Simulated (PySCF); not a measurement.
# FCI/STO-6G run of H2O3 (trioxidane)

Aim: the vertical ionisation energy of H2O3 (trioxidane) at FCI/STO-6G, from 2 runs. 

The calculation is run with PySCF 2.14.0.

5 further runs of the same task are left out: 5 set aside as unsound or not needed.

### 1 The system as given

H2O3 has 5 atoms, charge 0, and is taken as a singlet. SMILES: `OOO`. The coordinates come from a PBE0-D4/def2-TZVP relaxation. This is a higher conformer, about 11 kJ/mol above the lowest found by a separate search.

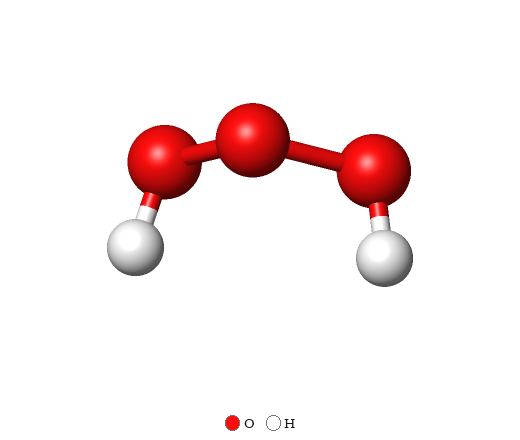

Viewed from a chosen angle; oxygen red, hydrogen white.

### 2 The energy at FCI/STO-6G

input.py reads:

```python
from pyscf import gto, scf, mcscf
from pyscf import fci

system = gto.M(
    atom='''
O   -0.968320  -0.699970  -0.146130
O   -0.133650  -0.043580   0.770240
O    1.173090  -0.066850   0.261080
H   -1.310410   0.028200  -0.685190
H    1.239280   0.782200  -0.199990
''',
    verbose=3,
    charge=0,
    max_memory=1860,
    basis='sto-6g',
)

calc0 = scf.RHF(system)
calc0.conv_tol = 1e-10
calc0.kernel()
if not calc0.converged:
    calc0 = calc0.newton().run(calc0.mo_coeff, calc0.mo_occ)

cas = mcscf.CASCI(calc0, calc0.mo_coeff.shape[-1] - 3, (system.nelec[0] - 3, system.nelec[1] - 3))  # full CI above the frozen core
cas.fcisolver = fci.direct_spin0.FCI(system)  # even spin states alone
cas.kernel()
print('<S^2> = %.4f' % cas.fcisolver.spin_square(cas.ci, cas.ncas, cas.nelecas)[0])
energy = cas.e_tot
print('E(%s) = %.9f' % ('FCI', energy))
```

The run is started by

```console
$ OMP_NUM_THREADS=1 python input.py
```

The program printed:

```text
converged SCF energy = -224.705042461514
CASCI E = -224.867414459374  E(CI) = -95.7336341645637  S^2 = 0.0000000
<S^2> = 0.0000
E(FCI) = -224.867414459
```

It took 26 s on 1 thread of Arm Neoverse V1, shared host; peak memory 0.34 GiB.

### 3 The doublet cation

input.py reads:

```python
from pyscf import gto, scf, mcscf

mol = gto.M(
    atom='''
O     -1.829860    -1.322752    -0.276146
O     -0.252562    -0.082354     1.455543
O      2.216819    -0.126328     0.493370
H     -2.476316     0.053290    -1.294821
H      2.341900     1.478144    -0.377926
''',
    verbose=3,
    unit='bohr',
    charge=1,
    max_memory=1860,
    spin=1,
    basis='sto-6g',
)

mf = scf.ROHF(mol)
mf.conv_tol = 1e-10
mf.kernel()
if not mf.converged:
    mf = mf.newton().run(mf.mo_coeff, mf.mo_occ)

cas = mcscf.CASCI(mf, mf.mo_coeff.shape[-1] - 3, (mol.nelec[0] - 3, mol.nelec[1] - 3))  # full CI above the frozen core
cas.fix_spin_(ss=0.75)
cas.kernel()
etot = cas.e_tot
print(f'total energy: {etot:.8f} hartree')
```

The run is started by

```console
$ OMP_NUM_THREADS=1 python input.py
```

The program printed:

```text
converged SCF energy = -224.401252143122
CASCI E = -224.577338922274  E(CI) = -95.4428429772254  S^2 = 0.7500000
total energy: -224.57733892 hartree
```

Run time: 2.9 min. Hardware: 1 thread of Arm Neoverse V1, shared host; peak memory 0.56 GiB.

### 4 What came out

Level: FCI/STO-6G, 3 core orbitals frozen.

```
                                                   quantity          value
                                 singlet H2O3: total energy  -224.86741 Eh
         singlet H2O3: dipole moment (Hartree–Fock density)         2.91 D
          singlet H2O3: HOMO energy (Hartree–Fock orbitals)      -10.31 eV
          singlet H2O3: LUMO energy (Hartree–Fock orbitals)       11.55 eV
        singlet H2O3: HOMO–LUMO gap (Hartree–Fock orbitals)       21.86 eV
  singlet H2O3: correlation energy (3 core orbitals frozen)     -162.4 mEh
                               doublet cation: total energy  -224.57734 Eh
doublet cation: correlation energy (3 core orbitals frozen)     -176.1 mEh
         vertical ionisation energy (to the doublet cation)       7.893 eV
```

What this shows: Removing an electron at fixed nuclei costs 7.89 eV (762 kJ/mol). In a minimal basis such a difference can be off by several eV, whatever the method. Mulliken charges (singlet H2O3) of the mean-field density run from -0.19 on O1 to +0.21 on H4. Mulliken charges (doublet cation) of the mean-field density run from -0.01 on O1 to +0.36 on H4; they depend strongly on the basis.
